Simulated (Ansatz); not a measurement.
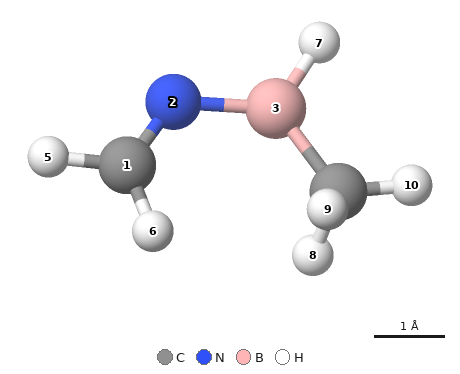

Starting structure of C2H6BN (coarse preliminary run). A ball-and-stick model, seen at a tilt.

The start comes from a force field.

Level of theory: RKS PBE-D4/def2-SVP (Ansatz 0.2.0).

The input:
```yaml
crystal:
  periodic: [false, false, false]
  atoms:
    - {symbol: C, position_ang: [-1.079600, 0.812200, -1.122100]}
    - {symbol: N, position_ang: [-0.007300, 0.294800, -1.411200]}
    - {symbol: B, position_ang: [0.832500, -0.402700, -0.398600]}
    - {symbol: C, position_ang: [0.528000, -0.500800, 1.146800]}
    - {symbol: H, position_ang: [-1.690100, 1.332600, -1.941900]}
    - {symbol: H, position_ang: [-1.536300, 0.878800, -0.128600]}
    - {symbol: H, position_ang: [1.910600, -0.886900, -0.731600]}
    - {symbol: H, position_ang: [-0.470400, -1.038200, 1.235900]}
    - {symbol: H, position_ang: [0.355000, 0.522500, 1.624200]}
    - {symbol: H, position_ang: [1.240700, -1.063500, 1.730000]}
basis:
  gaussian: {orbitals: def2-SVP}
hamiltonian: {xc: pbe, dispersion: d4}
relax: {f_tol: 0.03, max_steps: 200}
```

Predict the outcome.

Answer. Over 22 accepted moves (24 points after the start) the energy falls by 29.9 kcal/mol. Largest force component: 3.8 eV/Å at the start, 0.023 eV/Å at the end. The line search rejected the trial steps at points 14, 16 of the run. H6 moves most after the best rigid fit: 1.64 Å. By element the largest moves are H 1.64 Å, N 0.69 Å, B 0.38 Å, C 0.37 Å. Some distances before and after: N2–B3 1.489 → 1.367 Å, C1–H5 1.147 → 1.114 Å, C4–H10 1.079 → 1.111 Å, C1–N2 1.225 → 1.257 Å. Among the angles between lasting bonds that change: C1–N2–B3 122.1° → 179.9°, C4–B3–H7 114.2° → 121.4°, B3–C4–H10 115.7° → 109.8°. Groups turn about B3–C4 by about 60°. The run took about 70 core-seconds on a shared host.

Final geometry:

```xyz
10

C    -1.2033    1.0261   -1.3967
N    -0.3694    0.2807   -0.8238
B     0.5361   -0.5318   -0.1998
C     0.7225   -0.5586    1.3753
H    -0.9387    2.0545   -1.7334
H    -2.2475    0.6940   -1.5982
H     1.2045   -1.2489   -0.9324
H     0.5397   -1.5862    1.7570
H     0.0616    0.1423    1.9216
H     1.7776   -0.3233    1.6332
```

After the run, drawn alike:

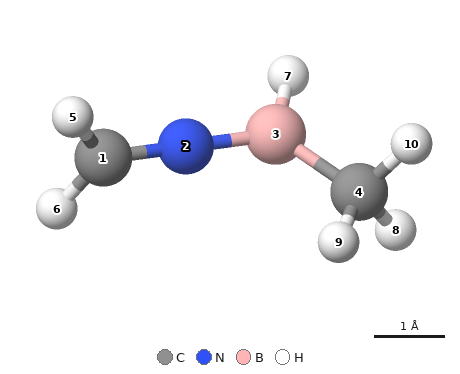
